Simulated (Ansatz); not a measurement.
**H₇NO₂Si₂: one species, many methods**

Aim: compute H₇NO₂Si₂ with functionals from several rungs and with coupled cluster, and see how far each lands from CCSD(T) at the basis-set limit for the atomisation energy.

Computed with Ansatz 0.2.0, Gaussian basis. Level: functionals in def2-TZVPP, the program's frozen cores in correlated methods.

Levels to be run: LDA (SPW92), PBE-D4, revPBE-D4, BLYP-D4, r2SCAN-D4, B97M-V, PBE0-D4, B3LYP-D4, r2SCANh-D4, r2SCAN0-D4, HSE06-D4, BHLYP-D4, CAM-B3LYP-D4, LC-ωPBE, ωB97X-V, ωB97M-V, B2PLYP, PBE-QIDH; CCSD(T)/def2-SVP; CCSD(T)/def2-TZVPP; MP2/def2-QZVPP; extrapolation to the limit; RPA on PBE.

## Step 1: Structure used throughout

The geometry comes from an earlier relaxation with PBE0-D4 in a triple-zeta def2 set; it is a stationary point, not always the lowest conformer.

SMILES `O[SiH2]N[SiH2]O`, 12 atoms, charge 0, spin multiplicity 1.

Atoms are counted from 1 here; the program's logs count them from 0.

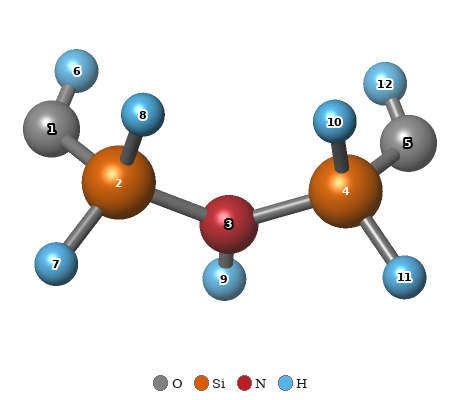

The geometry (oxygen grey, silicon orange, nitrogen red, hydrogen blue); atoms are numbered from 1 in the order of the file.

## Step 2: LDA

This LDA is Slater exchange with PW92 correlation.

Contents of in.yaml:

```yaml
crystal:
  periodic: [false, false, false]
  atoms:
    - {symbol: O, position_ang: [-2.349935, -1.204854, 0.032626]}
    - {symbol: Si, position_ang: [-0.720935, -1.439483, 0.069223]}
    - {symbol: N, position_ang: [0.179975, -0.174283, -0.673009]}
    - {symbol: Si, position_ang: [1.329540, 0.912132, 0.006294]}
    - {symbol: O, position_ang: [0.877040, 2.492830, -0.075085]}
    - {symbol: H, position_ang: [-2.702629, -0.444434, 0.496476]}
    - {symbol: H, position_ang: [-0.553383, -2.713247, -0.665035]}
    - {symbol: H, position_ang: [-0.216071, -1.523395, 1.462869]}
    - {symbol: H, position_ang: [0.039383, -0.078444, -1.671493]}
    - {symbol: H, position_ang: [1.511732, 0.470797, 1.412104]}
    - {symbol: H, position_ang: [2.597887, 0.891465, -0.755681]}
    - {symbol: H, position_ang: [0.084495, 2.755620, 0.394608]}
basis:
  gaussian: {orbitals: def2-TZVPP}
hamiltonian: {xc: lda}
output: {orbitals: {seedname: orbitals}}
```

Further steps of the session: PBE-D4 (GGA); revPBE-D4 (GGA); BLYP-D4 (GGA); r2SCAN-D4 (meta-GGA); B97M-V (meta-GGA); PBE0-D4 (hybrid); B3LYP-D4 (hybrid); r2SCANh-D4 (hybrid); r2SCAN0-D4 (hybrid); HSE06-D4 (hybrid); BHLYP-D4 (hybrid); CAM-B3LYP-D4 (range-separated); LC-ωPBE-D4 (range-separated); ωB97X-V (range-separated); ωB97M-V (range-separated); B2PLYP (double hybrid); PBE-QIDH (double hybrid); CCSD(T) in def2-SVP; CCSD(T) in def2-TZVPP; MP2 in def2-QZVPP; RPA on PBE orbitals.

Q: Predict the results of all the runs planned. Wanted: atomisation energy, CCSD(T)/CBS; farthest beyond LDA; mean size of error, GGA; mean size of error, meta-GGA; mean size of error, hybrid; mean size of error, range-separated; mean size of error, double hybrid; gap, smallest and largest; T1 diagnostic.

**Answer**, as computed:

| quantity | value |
| --- | --- |
| atomisation energy, CCSD(T)/CBS | 44.808 eV |
| functionals within 0.224 eV (0.5 %) | PBE-D4, CAM-B3LYP-D4, ωB97X-V, ωB97M-V |
| farthest beyond LDA | BHLYP-D4 (-1.546 eV) |
| mean size of error, GGA | 0.623 eV |
| mean size of error, meta-GGA | 0.372 eV |
| mean size of error, hybrid | 0.937 eV |
| mean size of error, range-separated | 0.212 eV |
| mean size of error, double hybrid | 0.878 eV |
| gap, smallest and largest | 5.87 eV (BLYP-D4), 13.07 eV (LC-ωPBE) |
| T1 diagnostic | 0.0114 |
| triples share of the correlation energy | 3.4 % |

In words: The LDA atomisation energy is off by 5.591 eV (12 %): it overbinds. PBE-D4 misses by -0.188 eV. Double hybrids carry the basis error of their MP2 part in triple zeta, and no dispersion term here, so their miss is partly the set-up's. Taken by rung, range-separated functionals do best (0.212 eV on average) and hybrid ones worst beyond LDA (0.937 eV). The mean of the hybrids holds BHLYP, with half exact exchange. Misses under about 0.224 eV are within the doubt on the reference itself, which lacks core-valence correlation, relativity and higher excitations. Hartree-Fock recovers 71 % of the binding; the rest is correlation. CCSD(T) in def2-SVP is off by -4.061 eV, worse than the median functional, from the basis alone. Orbital gaps span 5.9 to 13.1 eV; exact exchange widens them.
